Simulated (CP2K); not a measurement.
# BCl2F (dichlorofluoroborane): B3LYP/6-31G(d) (spherical functions)

Aim: the vertical ionisation energy of BCl2F (dichlorofluoroborane) at B3LYP/6-31G* (spherical functions), from 2 runs. 

Program for the calculation: CP2K 2026.2.

## 1. The structure to begin with

BCl2F: 4 atoms, total charge 0, spin state singlet. SMILES: `FB(Cl)Cl`. Geometry: relaxed at PBE0-D4/def2-TZVP.

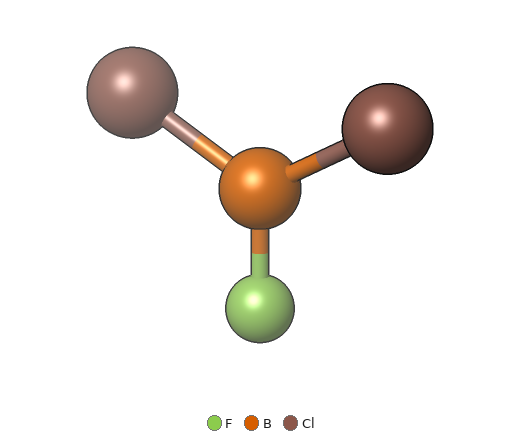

The structure, seen from a chosen angle (fluorine green, boron orange, chlorine brown).

## 2. A single-point energy at B3LYP/6-31G(d) (spherical functions)

The input, qs.inp:

```
&GLOBAL
  PROJECT_NAME qs
  RUN_TYPE ENERGY
  PRINT_LEVEL MEDIUM
&END

&FORCE_EVAL
  METHOD QS
  &DFT
    BASIS_SET_FILE_NAME ./6_31gs.basis
    POTENTIAL_FILE_NAME POTENTIAL
    CHARGE 0
    MULTIPLICITY 1
    &QS
      METHOD GAPW
      EPS_DEFAULT 1.0E-10
    &END
    &MGRID
      CUTOFF 280
      REL_CUTOFF 50
      NGRIDS 4
    &END
    &POISSON
      PERIODIC NONE
      POISSON_SOLVER MULTIPOLE
    &END
    &SCF
      SCF_GUESS ATOMIC
      EPS_SCF 1.0E-07
      MAX_SCF 150
      ADDED_MOS 5
      &DIAGONALIZATION
        ALGORITHM STANDARD
      &END
      &MIXING
        METHOD DIRECT_P_MIXING
        ALPHA 0.4
      &END
    &END
    &XC
      &XC_FUNCTIONAL
        &HYB_GGA_XC_B3LYP
        &END
      &END
      # exact exchange
      &HF
        FRACTION 0.2
        &SCREENING
          EPS_SCHWARZ 1.0E-10
          SCREEN_ON_INITIAL_P F
        &END
        &INTERACTION_POTENTIAL
          POTENTIAL_TYPE COULOMB
        &END
        &MEMORY
          MAX_MEMORY 1050
        &END
      &END
    &END
    # extra output
    &PRINT
      &MOMENTS
        PERIODIC F
        REFERENCE COM
        MAX_MOMENT 1
      &END
      &MO ON
        ENERGIES T
        OCCUPATION_NUMBERS T
        NDIGITS 6
        &EACH
          QS_SCF 0
        &END
        ADD_LAST NUMERIC
      &END
      &LOWDIN ON
      &END
      &HIRSHFELD OFF
      &END
    &END
  &END
  # atoms, cell and kinds
  &SUBSYS
    &CELL
      ABC [angstrom] 10 9 8.4
      PERIODIC NONE
    &END
    &COORD
      F      0.114370    -1.165320    -0.781190
      B      0.007910    -0.080610    -0.054040
      Cl    -1.549540     0.373780     0.571420
      Cl     1.427260     0.872140     0.263810
    &END
    &TOPOLOGY
      &CENTER_COORDINATES
      &END
    &END
    &KIND F
      BASIS_SET 6-31Gs
      POTENTIAL ALL
      LEBEDEV_GRID 194
      RADIAL_GRID 100
    &END
    &KIND B
      BASIS_SET 6-31Gs
      POTENTIAL ALL
      LEBEDEV_GRID 194
      RADIAL_GRID 100
    &END
    &KIND Cl
      BASIS_SET 6-31Gs
      POTENTIAL ALL
      LEBEDEV_GRID 194
      RADIAL_GRID 100
    &END
  &END
&END
```

On the command line:

```console
$ OMP_NUM_THREADS=1 cp2k.psmp -i qs.inp -o qs.out
```

What it wrote:

```text
CP2K| version string:                                       CP2K version 2026.2
[...]
 GLOBAL| Method name                                                        CP2K
[...]
 GLOBAL| Run type                                                         ENERGY
[...]
 DFT| Spin restricted Kohn-Sham (RKS) calculation                            RKS
 DFT| Multiplicity                                                             1
[...]
 DFT| Charge                                                                   0
[...]
 FUNCTIONAL| HYB_GGA_XC_B3LYP:
[...]
 QS| Method:                                                                GAPW
[...]
 QS| Density cutoff [a.u.]:                                                140.0
[...]
 QS| Relative density cutoff [a.u.]:                                        25.0
[...]
                             - Atoms:                                          4
[...]
                             - Spherical basis functions:                     64
[...]
 Number of electrons:                                                         48
[...]
     1 P_Mix/Diag. 0.40E+00    3.2     0.80176730     -1045.7323792153 -1.05E+03
[...]
    13 DIIS/Diag.  0.25E-06    0.9     0.00000008     -1045.2182452709  0.00E+00
  *** SCF run converged in    13 steps ***
[...]
  Overlap energy of the core charge distribution:               0.00000822093089
  Self energy of the core charge distribution:               -518.50058028702358
  Core Hamiltonian energy:                                   -542.20403483798793
  Hartree energy:                                              81.60194838467751
  Exchange-correlation energy:                                 -9.67329597397651
  Hartree-Fock Exchange energy:                               -13.83108738006668
[...]
                     Mulliken Population Analysis
 #  Atom  Element  Kind  Atomic population                           Net charge
       1     F        1          9.184273                             -0.184273
       2     B        2          4.641013                              0.358987
       3     Cl       3         17.087175                             -0.087175
       4     Cl       3         17.087540                             -0.087540
 # Total charge                             48.000000                 -0.000000
[...]
  Dipole moment [Debye]
    X=  0.3208733E-02 Y= -0.6525716E-01 Z= -0.4490665E-01  Total=      0.0792805
 ENERGY| Total FORCE_EVAL ( QS ) energy [hartree]          -1045.218245270903708
[...]
```

Wall time 15 s (1 thread of Arm Neoverse V2, shared host); peak memory 0.5 GiB.

## 3. The doublet cation, same level

The input, run.inp:

```
&GLOBAL
  PROJECT run
  RUN_TYPE ENERGY
  PRINT_LEVEL MEDIUM
&END

&FORCE_EVAL
  METHOD QS
  &DFT
    BASIS_SET_FILE_NAME ./6_31gs.basis
    POTENTIAL_FILE_NAME POTENTIAL
    CHARGE 1
    MULTIPLICITY 2
    UKS T
    &QS
      METHOD GAPW
      EPS_DEFAULT 1.0E-10
    &END
    &MGRID
      CUTOFF 280
      REL_CUTOFF 50
      NGRIDS 4
    &END
    &POISSON
      PERIODIC NONE
      POISSON_SOLVER MULTIPOLE
    &END
    &SCF
      SCF_GUESS ATOMIC
      EPS_SCF 1.0E-07
      MAX_SCF 80
      ADDED_MOS 3
      &DIAGONALIZATION
        ALGORITHM STANDARD
      &END
      &MIXING
        METHOD DIRECT_P_MIXING
        ALPHA 0.4
      &END
    &END
    &XC
      &XC_FUNCTIONAL
        &HYB_GGA_XC_B3LYP
        &END
      &END
      &HF
        FRACTION 0.2
        &SCREENING
          EPS_SCHWARZ 1.0E-10
        &END
        &MEMORY
          MAX_MEMORY 1050
        &END
      &END
    &END
    &PRINT
      &MOMENTS
        PERIODIC F
        REFERENCE COM
        MAX_MOMENT 1
      &END
      &MO ON
        ENERGIES T
        OCCUPATION_NUMBERS T
        NDIGITS 6
        &EACH
          QS_SCF 0
        &END
        ADD_LAST NUMERIC
      &END
      &LOWDIN ON
      &END
      &HIRSHFELD OFF
      &END
    &END
  &END
  &SUBSYS
    &CELL
      ABC 10 9 8.4
      PERIODIC NONE
    &END
    &COORD
      UNIT bohr
      F      0.2161280    -2.2021356    -1.4762352
      B      0.0149477    -0.1523308    -0.1021208
      Cl    -2.9282062     0.7063418     1.0798273
      Cl     2.6971305     1.6481057     0.4985286
    &END
    &TOPOLOGY
      &CENTER_COORDINATES
      &END
    &END
    &KIND F
      BASIS_SET 6-31Gs
      POTENTIAL ALL
      LEBEDEV_GRID 194
      RADIAL_GRID 100
    &END
    &KIND B
      BASIS_SET 6-31Gs
      POTENTIAL ALL
      LEBEDEV_GRID 194
      RADIAL_GRID 100
    &END
    &KIND Cl
      BASIS_SET 6-31Gs
      POTENTIAL ALL
      LEBEDEV_GRID 194
      RADIAL_GRID 100
    &END
  &END
&END
```

On the command line:

```console
$ OMP_NUM_THREADS=1 cp2k.psmp -i run.inp > run.out 2>&1
```

What it wrote:

```text
CP2K| version string:                                       CP2K version 2026.2
[...]
 GLOBAL| Method name                                                        CP2K
[...]
 GLOBAL| Run type                                                         ENERGY
[...]
 DFT| Spin unrestricted (spin-polarized) Kohn-Sham calculation               UKS
 DFT| Multiplicity                                                             2
[...]
 DFT| Charge                                                                   1
[...]
 FUNCTIONAL| HYB_GGA_XC_B3LYP:
[...]
 QS| Method:                                                                GAPW
[...]
 QS| Density cutoff [a.u.]:                                                140.0
[...]
 QS| Relative density cutoff [a.u.]:                                        25.0
[...]
                             - Atoms:                                          4
[...]
                             - Spherical basis functions:                     64
[...]
 Number of electrons:                                                         24
[...]
     1 P_Mix/Diag. 0.40E+00    3.9     0.40379999     -1032.7534815766 -1.03E+03
[...]
    31 DIIS/Diag.  0.62E-07    1.6     0.00000010     -1044.7872276960 -1.36E-12
  *** SCF run converged in    31 steps ***
[...]
  Overlap energy of the core charge distribution:               0.00000822093195
  Self energy of the core charge distribution:               -518.50058028702358
  Core Hamiltonian energy:                                   -542.58562389721430
  Hartree energy:                                              82.06414447991118
  Exchange-correlation energy:                                 -9.37806368336134
  Hartree-Fock Exchange energy:                               -13.74959296066264
[...]
  Ideal and single determinant S**2 :                    0.750000       0.753587
[...]
                     Mulliken Population Analysis
 #  Atom  Element  Kind  Atomic population (alpha,beta) Net charge  Spin moment
       1     F        1         4.570559     4.534858    -0.105418     0.035701
       2     B        2         2.286793     2.344343     0.368864    -0.057550
       3     Cl       3         8.571443     8.060008     0.368549     0.511436
       4     Cl       3         8.571204     8.060791     0.368005     0.510413
 # Total charge and spin       24.000000    23.000000     1.000000     1.000000
[...]
  Dipole moment [Debye]
    X= -0.1139106E+00 Y=  0.1114933E+01 Z=  0.7492303E+00  Total=      1.3481084
 ENERGY| Total FORCE_EVAL ( QS ) energy [hartree]          -1044.787227696024729
[...]
```

Wall time 53 s (1 thread of Arm Neoverse V2, shared host); peak memory 0.61 GiB.

## 4. Summary of results

Level: B3LYP/6-31G* (spherical functions).

```
                                          quantity           value
                       singlet BCl2F: total energy  -1045.21825 Eh
                      singlet BCl2F: dipole moment          0.08 D
                        singlet BCl2F: HOMO energy        -8.99 eV
                        singlet BCl2F: LUMO energy        -0.92 eV
                      singlet BCl2F: HOMO–LUMO gap         8.06 eV
                      doublet cation: total energy  -1044.78723 Eh
doublet cation: HOMO energy (highest over α and β)       -16.43 eV
 doublet cation: LUMO energy (lowest over α and β)       -14.47 eV
                              doublet cation: ⟨S²⟩           0.754
vertical ionisation energy (to the doublet cation)       11.729 eV
```

What this shows: The vertical ionisation energy comes to 11.73 eV (270 kcal/mol). The negative HOMO energy of the first species, 8.99 eV, lies 2.74 eV below that difference.
